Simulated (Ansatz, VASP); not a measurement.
# GaSb: VASP beside Ansatz

One calculation is typed for both programs; each brings its own data sets and cutoff. How far apart do they land?

Main program and level: Ansatz 0.2.0; plane waves, with VASP 6.6.1 beside it; zone-centre phonons at PBEsol with D3(BJ).

## (1) The starting structure

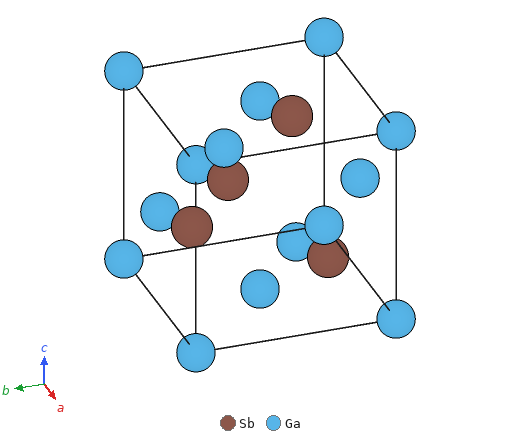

Start, viewed from a free direction; antimony brown, gallium blue. This picture shows the conventional cell, with its axes. Some periodic images of atoms are drawn too.

## (2) Ansatz: zone-centre phonons, PBEsol with D3(BJ)

Ansatz runs on its default PAW (the set named soft_2) files.

Second derivatives magnify differences that forces hide, and they need a tight electronic threshold.

File input.yaml:

```yaml
crystal:
  lattice:
    - [0.0, 3.021436332, 3.021436332]
    - [3.021436332, 0.0, 3.021436332]
    - [3.021436332, 3.021436332, 0.0]
  atoms:
    - { symbol: Sb, position: [0.25, 0.25, 0.25] }
    - { symbol: Ga, position: [0.0, 0.0, 0.0] }
hamiltonian:
  xc: pbesol
  pseudopotentials: { kind: paw }
  dispersion: d3bj
kpoints:
  mp_grid: { grid: [10, 10, 10] }
scf:
  occupations: { method: gaussian, width: 0.03 }
phonons:
  method: dfpt
  qpoints: [[0, 0, 0]]
```

Command:

```console
$ ansatz run input.yaml --threads 4 --pin off --max-ram 9216MiB --backend cpu --events-out ev --progress --plain --runs-dir out
```

Numbers of over 12 decimals in the logs are rounded to 6 here.

Output:

```text
zone centre: on kpoints.mp_grid the ground state, and the responses unless they are solved on pairs of k-points, stand on 102 of the mesh's 1000 k-points, reduced under 8 symmetry operations, with k and −k counted as one. Each operation leaves every solved displacement unchanged or reverses it
Engine: ansatz 0.2.0, aarch64-unknown-linux-gnu
Pseudopotentials: kind: paw
Pseudopotential: Sb, paw, valence charge 15, recommended cutoff 420 eV (normal), Sb.paw.azcp
Pseudopotential: Ga, paw, valence charge 13, recommended cutoff 420 eV (normal), Ga.paw.azcp
Functional definition: PBEsol
  exchange = pbesol_x
  correlation = pbesol_c
Crystal: 2 atoms, lattice volume = 55.166 Å³
Basis set: ecut = 420 eV, 1067 PW (Γ), exchange–correlation on 60×60×60 points (8 copies of the dense FFT grid, shifted against one another)
Bands: 18, of which v1, the nominal top of the filled ones, is band 14 counted from 1 (13 counted from 0)
Symmetry: 24 space group operations
k-points: 102 of 1000 (irreducible under 8 space group operations, time reversal used)
Non-local potential: Sb, projectors of the file, l = 0: 2, l = 1: 2, l = 2: 2, l = 3: 2
Non-local potential: Ga, projectors of the file, l = 0: 2, l = 1: 2, l = 2: 3, l = 3: 1
PAW form: soft (Blöchl's): semilocal exchange-correlation on the pseudo side does not see the compensation charge
PAW frozen core: Sb, regenerated for the run's functional, and the local potential with it (the file was generated under x = pbe(κ = 0.804, μ = 0.219515), c = pbe(β = 0.066725))
PAW frozen core: Ga, regenerated for the run's functional, and the local potential with it (the file was generated under x = pbe(κ = 0.804, μ = 0.219515), c = pbe(β = 0.066725))
PAW one-centre angular grid: Sb, 590 points (default); XC on 64 Gauss nodes
PAW one-centre angular grid: Ga, 590 points (default); XC on 64 Gauss nodes
Initial density: superposition of atomic densities (neutral atoms: chi_scale 0, normalization atom), corrected by the library's trained network
Initial wavefunctions: pseudopotential atomic-orbital guess
Functional: x = pbesol(κ = 0.804, μ = 0.123457), c = pbesol(β = 0.046)
SCF iter   1: F=—  HF=-10152.197115 eV  |F-HF|=—  |Δ(HF+E_count)|=         —  Δρ=2.73e-3  dr2=4.91e-3  ethr=1.77e-3  ⟨swp⟩=6.1  Hψ=9580  notcnv=0
preconditioner: auto → none  [insulator: Δε(μ)=0.247 eV  Ē_g=14.663 eV  σ=0.030 eV  W_gap=1.00  n_scr=14 (ndim 8)  ℏωp=21.2 eV  f_vac=0.083  D(μ)=0.00/eV (n_scr^D=0)  ε∞_Penn≈3.1]
SCF iter   2: F=—  HF=-10152.194049 eV  |F-HF|=—  |Δ(HF+E_count)|=   3.07e-3  Δρ=1.10e-3  dr2=5.23e-4  ethr=1.75e-5  ⟨swp⟩=2.0  Hψ=3931  notcnv=0
SCF iter   3: F=—  HF=-10152.194243 eV  |F-HF|=—  |Δ(HF+E_count)|=   1.94e-4  Δρ=3.19e-4  dr2=5.10e-5  ethr=1.87e-6  ⟨swp⟩=2.0  Hψ=3245  notcnv=0
SCF iter   4: F=—  HF=-10152.194239 eV  |F-HF|=—  |Δ(HF+E_count)|=   3.40e-6  Δρ=1.82e-4  dr2=1.22e-5  ethr=1.82e-7  ⟨swp⟩=2.0  Hψ=2754  notcnv=0
SCF iter   5: F=—  HF=-10152.194240 eV  |F-HF|=—  |Δ(HF+E_count)|=   3.98e-7  Δρ=7.06e-5  dr2=1.69e-6  ethr=4.37e-8  ⟨swp⟩=2.2  Hψ=2903  notcnv=0
SCF iter   6: F=—  HF=-10152.194241 eV  |F-HF|=—  |Δ(HF+E_count)|=   1.43e-6  Δρ=1.76e-5  dr2=9.17e-8  ethr=6.05e-9  ⟨swp⟩=2.0  Hψ=2754  notcnv=0
SCF iter   7: F=—  HF=-10152.194241 eV  |F-HF|=—  |Δ(HF+E_count)|=   3.30e-8  Δρ=2.74e-6  dr2=3.51e-9  ethr=3.28e-10  ⟨swp⟩=2.0  Hψ=3264  notcnv=0
SCF iter   8: F=—  HF=-10152.194241 eV  |F-HF|=—  |Δ(HF+E_count)|=   1.38e-9  Δρ=4.22e-7  dr2=6.19e-11  ethr=1.25e-11  ⟨swp⟩=2.0  Hψ=3264  notcnv=0
SCF iter   9: F=-10152.194241 eV  HF=-10152.194241 eV  |F-HF|=7.28e-12  |Δ(HF+E_count)|=  2.91e-11  Δρ=1.58e-7  dr2=7.80e-12  ethr=1.00e-12  ⟨swp⟩=6.0  Hψ=8383  notcnv=0
SCF 1 converged in 9 iterations: F = -10152.194241 eV  dr2 = 7.80e-12
  greatest PAW one-centre occupation: 0.996 electrons in one spin orbital (limit 2), on the Sb atom at site 0 (counted from 0), in its partial waves of l = 2
DFPT response loops at Γ: preconditioner auto → none (the input reference at scf.mixing.eps_inf says where Resta's filter doesn't serve); β = 0.50; Broyden in place of MSR1
SCF converged after 9 iterations
Free energy (F): -10152.194241 eV
Harris-Foulkes:  -10152.194241 eV  (|F-HF|=7.28e-12)
Internal energy: -10152.194241 eV  (E = F + TS)
E sigma→0 (E₀):  -10152.194241 eV
Fermi energy:    8.178492 eV
--- Per-component energies (eV) ---
  E_band       = -253.156500
  E_kinetic    = 324.537022
  E_local      = -3866.866982  (includes V_loc(G=0)·N_el)
  E_nonlocal   = 790.302185
  E_hartree    = 1780.187783
  E_xc         = -206.315554
  E_vxc        = -155.166261  (∫ρ·V_xc dr)
  E_paw        = -6449.636988  (= ΣΔE_a)
  E_vpaw       = -906.337722  (= ΣTr[D̂ρ^β])
  E_aug_tail   = -0.000115  (compensation charges beyond the density's cutoff)
  E_ewald      = -2524.924508
  E_disp       = -0.671919  (pairwise vdW)
  E_core_change = 1.194835  (= ΣΔE_core)
  E_smearing   = -0.000000  (= −TS)
  E_closure    = 0.000000  (closes the sum)
  Σ components = -10152.194241   (vs F -10152.194241, Δ=0.00e0)
--- Band table (eV; the first three rows and the last of 102) ---
  k-point 0: bands = [... 10 lower, -3.7135, 8.0547, 8.0547, 8.0547, 8.2984, 10.8139, 10.8139, 10.8139]
  k-point 1: bands = [... 10 lower, -3.6056, 6.4906, 7.8709, 7.8709, 9.1482, 11.0632, 11.0632, 11.2408]
  k-point 2: bands = [... 10 lower, -3.2913, 4.7565, 7.4974, 7.4974, 9.0556, 11.5340, 11.5340, 12.5709]
  k-point 101: bands = [... 10 lower, -1.0668, 1.2042, 4.5771, 4.7849, 11.1968, 11.4157, 13.4908, 13.5063]
--- Phonons (Γ-DFPT): 2 representative perturbations + reference, on 102 of 1000 k-points (Σ response iterations 6) ---
  k mesh reduced under 8 symmetry operations, with k and −k counted as one. Each operation leaves every solved displacement unchanged or reverses it
  ASR residual: 1.699e-5 → 0.000e0 eV/Å²; symmetrization residual: 2.234e-5 eV/Å²
  pairwise dispersion correction: d3bj (s6 = 1.0, s8 = 2.9491, a1 = 0.4466, a2_bohr = 6.1742), with the weights of each atom's references fixed at the reference crystal's, and the forces and stress that the weights' published response gives there kept as a pressure on the atom's counted neighbours (hamiltonian.dispersion)
  ASR residual per site (eV/Å²): 1.70e-5 3.33e-6
  Γ frequencies (cm⁻¹): 0.00 0.00 0.00 230.23 230.23 230.23
  non-analytic LO–TO correction: not included (Born effective charges unavailable; polar crystals: no LO–TO splitting at Γ)
--- Phonons (arbitrary-q DFPT): 1 explicit q-point ---
  q = [0, 0, 0] (of the zone-centre solve; hermiticity 5.17e-6, symmetrization 1.41e-13): -0.00 0.00 0.00 230.23 230.23 230.23
  sum rule: each row above includes the acoustic sum rule's correction from the zone centre's row sums; it moved no ω² by more than (0.19 cm⁻¹)²
```

The job ended after 7.8 s (4 threads of Arm Neoverse V2, shared host; peak memory 0.61 GiB; 29 s of CPU time).

## (3) VASP: zone-centre phonons, PBEsol with D3(BJ)

The same cell, functional, mesh and smearing now go to VASP, with its own data sets and cutoff.

Lines of VASP's logs that name or quote its potential files are left out, and so is its time.

File INCAR:

```
SYSTEM = GaSb
PREC = Accurate
ENCUT = 450
EDIFF = 1E-08
NELM = 100
ISMEAR = 0
SIGMA = 0.03
LREAL = .FALSE.
ALGO = Normal
GGA = PS
IVDW = 12
NBANDS = 15
LORBIT = 11
LWAVE = .FALSE.
LCHARG = .FALSE.
KPAR = 4
IBRION = 6
NFREE = 2
POTIM = 0.015
NSW = 1
ISIF = 2
```

File POSCAR:

```
GaSb
1.0
    0.0000000000      3.0214363320      3.0214363320
    3.0214363320      0.0000000000      3.0214363320
    3.0214363320      3.0214363320      0.0000000000
Sb Ga
1 1
Direct
    0.2500000000      0.2500000000      0.2500000000
    0.0000000000      0.0000000000      0.0000000000
```

File KPOINTS:

```
Automatic mesh
0
Gamma
10 10 10
0 0 0
```

The projector-augmented-wave data sets are Sb and Ga_d (PBE family, release 64).

Command:

```console
$ mpirun -np 4 vasp_std
```

Output:

```text
[banner, memory and clock lines left out]
running    4 mpi-ranks, on    1 nodes
 distrk:  each k-point on    1 cores,    4 groups
 distr:  one band on    1 cores,    1 groups

 POSCAR found type information on POSCAR SbGa
 POSCAR found :  2 types and       2 ions
|                                                                             |
|               ----> ADVICE to this user running VASP <----                  |
|                                                                             |
|     You enforced a specific xc type in the INCAR file but a different       |
|     [... a line on the potential file left out ...]
|     I HOPE YOU KNOW WHAT YOU ARE DOING!                                     |
|                                                                             |

 LDA part: xc-table for (Slater+PW92), standard interpolation
 POSCAR, INCAR and KPOINTS ok, starting setup
 FFT: planning ... GRIDC
 FFT: planning ... GRID_SOFT
 FFT: planning ... GRID
 WAVECAR not read
 entering main loop
       N       E                     dE             d eps       ncg     rms          rms(c)
DAV:   1     0.780326312017E+02    0.78033E+02   -0.82218E+03  1410   0.138E+03
DAV:   2    -0.212237400405E+01   -0.80155E+02   -0.77080E+02  1592   0.292E+02
DAV:   3    -0.813853259356E+01   -0.60162E+01   -0.59971E+01  1676   0.660E+01
DAV:   4    -0.824688848479E+01   -0.10836E+00   -0.10834E+00  1727   0.101E+01
DAV:   5    -0.824939328008E+01   -0.25048E-02   -0.25048E-02  1794   0.135E+00    0.328E+00
DAV:   6    -0.816909103902E+01    0.80302E-01   -0.88915E-02  1888   0.535E+00    0.193E+00
DAV:   7    -0.814040095712E+01    0.28690E-01   -0.49025E-02  1767   0.209E+00    0.373E-01
DAV:   8    -0.814047487622E+01   -0.73919E-04   -0.50964E-03  1850   0.910E-01    0.113E-01
DAV:   9    -0.814074935928E+01   -0.27448E-03   -0.46856E-04  1634   0.175E-01    0.421E-02
DAV:  10    -0.814073881418E+01    0.10545E-04   -0.19955E-05  1834   0.402E-02    0.124E-02
DAV:  11    -0.814074725217E+01   -0.84380E-05   -0.11963E-05  1585   0.251E-02    0.421E-03
DAV:  12    -0.814074735250E+01   -0.10034E-06   -0.44089E-07  1844   0.629E-03    0.986E-04
DAV:  13    -0.814074733341E+01    0.19091E-07   -0.48799E-08  1656   0.145E-03    0.583E-04
DAV:  14    -0.814074737211E+01   -0.38697E-07   -0.41058E-09  1412   0.946E-04    0.145E-04
DAV:  15    -0.814074738433E+01   -0.12217E-07   -0.93815E-10  1055   0.383E-04    0.761E-05
DAV:  16    -0.814074738086E+01    0.34634E-08   -0.18639E-10   908   0.172E-04
   1 F= -.88124677E+01 E0= -.88124677E+01  d E =-.894920E-12
[...]
2 F= -.88114860E+01 E0= -.88114860E+01  d E =-.154337E-09
[...]
3 F= -.88114861E+01 E0= -.88114861E+01  d E =-.154366E-09
[...]
4 F= -.88114941E+01 E0= -.88114941E+01  d E =-.154326E-09
 Finite differences progress:
  Degree of freedom:   2/  2
  Displacement:        1/  2
  Total:               3/  4
 bond charge predicted
       N       E                     dE             d eps       ncg     rms          rms(c)
DAV:   1    -0.813628230755E+01    0.34919E-02   -0.21030E+00  5228   0.971E+00    0.761E-02
DAV:   2    -0.813975494160E+01   -0.34726E-02   -0.34964E-02  7195   0.145E+00    0.432E-02
DAV:   3    -0.813977722076E+01   -0.22279E-04   -0.56461E-04  6713   0.177E-01    0.188E-02
DAV:   4    -0.813977384929E+01    0.33715E-05   -0.25055E-05  6781   0.389E-02    0.350E-03
DAV:   5    -0.813977402399E+01   -0.17470E-06   -0.17922E-06  5818   0.120E-02    0.986E-04
DAV:   6    -0.813977403695E+01   -0.12960E-07   -0.11478E-07  7027   0.300E-03    0.320E-04
DAV:   7    -0.813977403850E+01   -0.15475E-08   -0.77059E-09  4112   0.695E-04
   5 F= -.88114940E+01 E0= -.88114940E+01  d E =-.154145E-09
 Finite differences progress:
  Degree of freedom:   2/  2
  Displacement:        2/  2
  Total:               4/  4
```

Parts of OUTCAR (step 3):

```text
ion  position               nearest neighbor table
   1  0.250  0.250  0.250-   2 2.62   2 2.62   2 2.62   2 2.62
   2  0.000  0.000  0.000-   1 2.62   1 2.62   1 2.62   1 2.62

  LATTYP: Found a face centered cubic cell.
 ALAT       =     6.0428726640

 Subroutine GETGRP returns: Found 24 space group operations
 (whereof 24 operations were pure point group operations)

The static configuration has the point symmetry T_d .

 Found     47 irreducible k-points:

   k-points           NKPTS =     47   k-points in BZ     NKDIM =     47   number of bands    NBANDS=     15

   dimension x,y,z NGX =    30 NGY =   30 NGZ =   30
   dimension x,y,z NGXF=    60 NGYF=   60 NGZF=   60

   ENCUT  =  450.0 eV  33.07 Ry    5.75 a.u.   7.39  7.39  7.39*2*pi/ulx,y,z

   NELECT =      18.0000    total number of electrons

 k-points in reciprocal lattice and weights: Automatic mesh
   0.00000000  0.00000000  0.00000000       0.001
   0.10000000  0.00000000  0.00000000       0.008
   0.20000000  0.00000000  0.00000000       0.008
   0.30000000  0.00000000  0.00000000       0.008
   0.40000000  0.00000000  0.00000000       0.008
   0.50000000  0.00000000  0.00000000       0.004
   0.10000000  0.10000000  0.00000000       0.006
   0.20000000  0.10000000  0.00000000       0.024
   0.30000000  0.10000000  0.00000000       0.024
[...]
-0.30000000  0.40000000  0.20000000       0.024
  -0.30000000  0.50000000  0.20000000       0.012

 Edisp (eV)   -0.67172

 average (electrostatic) potential at core
       1 -87.1442       2 -65.2260

 E-fermi :   5.2684

 k-point     1 :       0.0000    0.0000    0.0000
  band No.  band energies     occupation
    ...
      5      -9.9033      2.00000
      6      -6.6525      2.00000
      7       5.0692      2.00000
      8       5.1168      2.00000
      9       5.1631      2.00000
     10       5.3735      0.00000
     11       7.8274      0.00000
     12       7.8613      0.00000
     13       7.8970      0.00000
     14      10.7774      0.00000
    ...

 k-point     2 :       0.1000    0.0000    0.0000
  band No.  band energies     occupation
    ...
      5      -9.9034      2.00000
      6      -6.5449      2.00000
      7       3.5745      2.00000
      8       4.8887      2.00000
      9       4.9491      2.00000
     10       6.2075      0.00000
     11       8.0931      0.00000
     12       8.1435      0.00000
     13       8.2916      0.00000
     14      11.3819      0.00000
    ...

 k-point     3 :       0.2000    0.0000    0.0000
  band No.  band energies     occupation
    ...
      5      -9.9036      2.00000
      6      -6.2314      2.00000
      7       1.8359      2.00000
      8       4.5191      2.00000
      9       4.5768      2.00000
     10       6.0988      0.00000
     11       8.5513      0.00000
     12       8.6117      0.00000
     13       9.6364      0.00000
     14      12.2334      0.00000
    ...

 Edisp (eV)   -0.67172

  Total       0.00025     0.00282     0.00282     0.00000    -0.12442     0.00000
  in kB       0.00717     0.08188     0.08188     0.00000    -3.61340     0.00000
  external pressure =        0.06 kB  Pullay stress =        0.00 kB

  energy-cutoff  :      450.00
  volume of cell :       55.17
      direct lattice vectors                 reciprocal lattice vectors
     0.000000000  3.021436332  3.021436332    -0.165484209  0.165484209  0.165484209
     3.021436332  0.000000000  3.021436332     0.165484209 -0.165484209  0.165484209
     3.021436332  3.021436332  0.000000000     0.165484209  0.165484209 -0.165484209

 POSITION                                       TOTAL-FORCE (eV/Angst)
 -----------------------------------------------------------------------------------
      1.51072      1.51072      1.51072        -0.130450      0.000000      0.000000
     -0.01500      0.00000      0.00000         0.130450     -0.000000     -0.000000
 -----------------------------------------------------------------------------------
    total drift:                               -0.000883     -0.000002     -0.000001

  FREE ENERGIE OF THE ION-ELECTRON SYSTEM (eV)
  ---------------------------------------------------
  free  energy   TOTEN  =        -8.8114939507 eV

  energy  without entropy=       -8.8114939505  energy(sigma->0) =       -8.81149395

 Eigenvectors and eigenvalues of the dynamical matrix
 ----------------------------------------------------

   1 f  =    6.928263 THz    43.531562 2PiTHz  231.101987 cm-1    28.652982 meV
             X         Y         Z           dx          dy          dz
      1.510718  1.510718  1.510718     0.604087   -0.000000   -0.000000
      0.000000  0.000000  0.000000    -0.796918    0.000000   -0.000000

   2 f  =    6.928263 THz    43.531562 2PiTHz  231.101987 cm-1    28.652982 meV
             X         Y         Z           dx          dy          dz
      1.510718  1.510718  1.510718     0.000000    0.000000   -0.604087
      0.000000  0.000000  0.000000     0.000000   -0.000000    0.796918

   3 f  =    6.928263 THz    43.531562 2PiTHz  231.101987 cm-1    28.652982 meV
             X         Y         Z           dx          dy          dz
      1.510718  1.510718  1.510718    -0.000000   -0.604087   -0.000000
      0.000000  0.000000  0.000000     0.000000    0.796918    0.000000

   4 f/i=    0.005624 THz     0.035337 2PiTHz    0.187599 cm-1     0.023259 meV
             X         Y         Z           dx          dy          dz
      1.510718  1.510718  1.510718     0.236642   -0.759573   -0.046122
      0.000000  0.000000  0.000000     0.179382   -0.575779   -0.034962

   5 f/i=    0.005624 THz     0.035337 2PiTHz    0.187599 cm-1     0.023259 meV
             X         Y         Z           dx          dy          dz
      1.510718  1.510718  1.510718     0.032882   -0.038049    0.795330
      0.000000  0.000000  0.000000     0.024926   -0.028842    0.602883

   6 f/i=    0.005624 THz     0.035337 2PiTHz    0.187599 cm-1     0.023259 meV
             X         Y         Z           dx          dy          dz
      1.510718  1.510718  1.510718     0.760262    0.238074   -0.020043
      0.000000  0.000000  0.000000     0.576301    0.180467   -0.015193

 ELASTIC MODULI CONTR FROM IONIC RELAXATION (kBar)
 Direction    XX          YY          ZZ          XY          YZ          ZX
 --------------------------------------------------------------------------------
 XX          -0.0000     -0.0000     -0.0000      0.0000     -0.0000      0.0000
 YY          -0.0000     -0.0000     -0.0000      0.0000     -0.0000     -0.0000
 ZZ          -0.0000     -0.0000     -0.0000     -0.0000     -0.0000      0.0000
 XY           0.0000      0.0000     -0.0000   -229.4767      0.0000      0.0000
 YZ          -0.0000     -0.0000     -0.0000      0.0000   -229.4767      0.0000
 ZX           0.0000     -0.0000      0.0000      0.0000      0.0000   -229.4767
 --------------------------------------------------------------------------------

 total charge
# of ion       s       p       d       tot
------------------------------------------
    1        1.127   1.360   0.030   2.517
    2        0.909   0.802   9.967  11.678
--------------------------------------------------
tot          2.036   2.162   9.997  14.195

[... 3 further parts left out ...]
```

The last energy, forces, stress and levels in OUTCAR belong to the last displaced cell, not to the cell of POSCAR.

## (4) Differences

Known differences besides the PAW data sets themselves: the data sets hold 28 valence electrons in Ansatz (default PAW (the set named soft_2) files) and 18 in VASP; the cutoff is 420 eV in Ansatz and 450 eV in VASP; Ansatz makes its cores anew for this functional, VASP keeps those of its PBE data sets; VASP leaves aspherical gradient terms in its spheres out (LASPH is not set), Ansatz keeps them; Ansatz takes the dispersion share of the force constants at frozen C6 weights, VASP differentiates the full forces; VASP uses finite displacements, Ansatz perturbation theory. Total energies have different zeros and are not compared.

Both answers:

```csv
quantity,Ansatz,VASP,difference
mode 4 to 6 (cm⁻¹),230.2,231.1,-0.38 %
```

## (5) Summary of results

| Property | Result |
| --- | --- |
| difference in mode 4 to 6 (zone-centre phonons, PBEsol with D3(BJ)) | -0.38 % |

The difference in mode 4 to 6 is -0.38 % (zone-centre phonons, PBEsol with D3(BJ)), within the 3 % picked in this series as the mark of a large difference. Differences of this kind measure data sets and numerical settings, not the functional's error against experiment.

[Lines on the potential files, build, host, timing and source positions are cut from VASP's logs without a mark.]

[Logs are printed without paths, hosts, clocks, repeated set-up lines and the standing remarks that a program may print on its own settings, such as how far it seeks lower states.]

[Hosts, paths, dates, database ids (printed as entryN), source tags and the programs' standing remarks are cut or masked in the printed files.]
